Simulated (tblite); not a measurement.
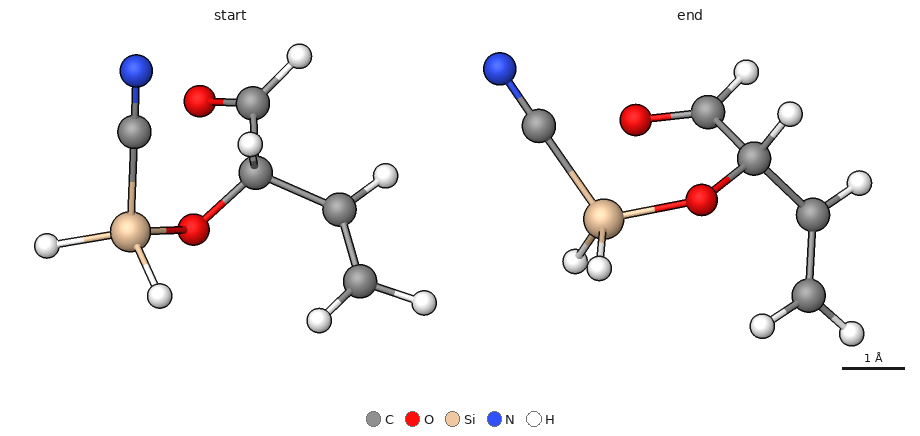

The structure of C$_{5}$H$_{7}$NO$_{2}$Si before (left) and after (right) a relaxation, at one scale.

A ball-and-stick model, seen at a tilt.

Level of theory: GFN2-xTB geometry optimisation, gas phase (tblite 0.8.0). 

Summarise the run.

Answer. An O atom moves most after the best rigid fit: 1.85 Å. Largest moves by element: O 1.85 Å, N 1.75 Å, H 1.40 Å, C 1.01 Å, Si 0.32 Å. Near-neighbour distances that change, for instance: O–Si 3.860 → 2.609 Å, O–Si 1.725 → 1.629 Å, C–O 1.238 → 1.196 Å, C–Si 1.835 → 1.872 Å. Bond angles that change, for instance: C–O–Si 107.9° → 131.4°, O–Si–H 107.6° → 95.8°, O–Si–H 107.0° → 117.2°. Groups turn about C–O by about 130°, O–Si by about 95°, C–C by about 50°. After 178 geometry steps the energy has fallen by 22.0 kcal/mol.
